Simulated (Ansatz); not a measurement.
```xyz
44

C     4.2160    0.2501   -1.4477
Si    2.9572    0.3097   -0.0221
C     3.3580   -1.0764    1.2176
C     3.0951    1.9934    0.8509
Si    0.7848    0.0279   -0.8946
C     0.3105    1.5945   -1.8819
C     0.7789   -1.4777   -2.0722
Si   -0.7650   -0.3577    0.8393
C    -0.4568    0.8438    2.2936
C    -0.5609   -2.1541    1.4595
Si   -2.9721   -0.0615    0.0641
C    -3.2327   -1.0048   -1.5672
C    -4.1874   -0.7285    1.3674
C    -3.3222    1.7866   -0.2153
H     4.0133    1.0461   -2.1937
H     5.2502    0.3946   -1.0688
H     4.1790   -0.7257   -1.9740
H     4.4012   -0.9887    1.5887
H     3.2465   -2.0774    0.7522
H     2.6810   -1.0339    2.0955
H     2.8778    2.8241    0.1482
H     2.3810    2.0696    1.6959
H     4.1189    2.1482    1.2527
H     0.2379    2.4789   -1.2164
H     1.0668    1.8169   -2.6635
H    -0.6704    1.4650   -2.3851
H     1.4908   -1.3262   -2.9104
H    -0.2296   -1.6463   -2.5038
H     1.0773   -2.4008   -1.5346
H    -0.5006    1.8993    1.9555
H     0.5421    0.6718    2.7461
H    -1.2185    0.7088    3.0900
H     0.4689   -2.3366    1.8309
H    -0.7615   -2.8787    0.6440
H    -1.2682   -2.3687    2.2877
H    -2.9959   -2.0826   -1.4513
H    -2.5825   -0.5999   -2.3698
H    -4.2860   -0.9234   -1.9100
H    -5.2386   -0.5910    1.0353
H    -4.0261   -1.8109    1.5486
H    -4.0653   -0.2003    2.3354
H    -2.6392    2.2162   -0.9760
H    -4.3651    1.9435   -0.5640
H    -3.1886    2.3626    0.7235
```

Geometry: PBE-D4/def2-SVP.

These are results of RKS PBE0-D4/def2-TZVP in Ansatz, not measurements.

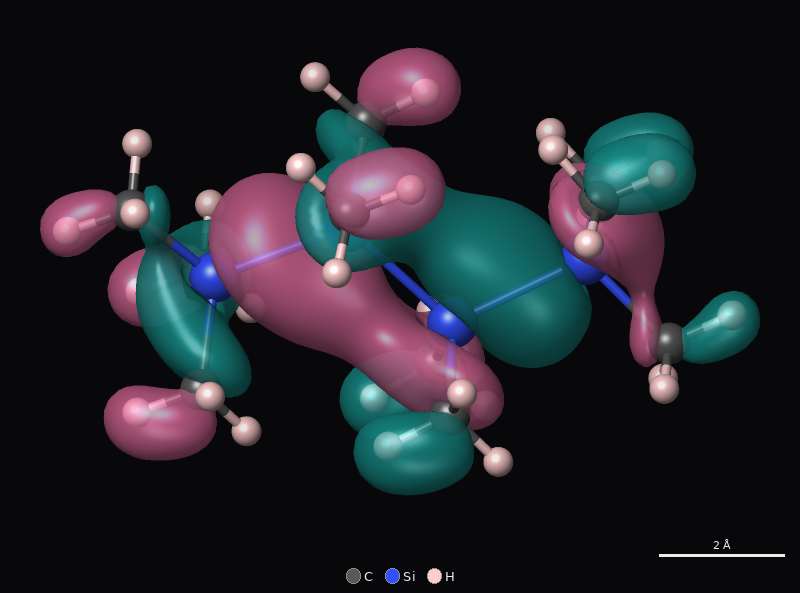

C$_{10}$H$_{30}$Si$_{4}$. The HOMO−1 at ±0.06 Å⁻³ᐟ² (teal and pink are the two phases), seen at an oblique angle.

Q: Describe this orbital and give its energy.

A: Its weight (Hirshfeld) is mainly on Si8 (about 15 %), Si5 (about 15 %), Si2 (about 10 %) and Si11 (about 10 %). Its energy is −7.33 eV.
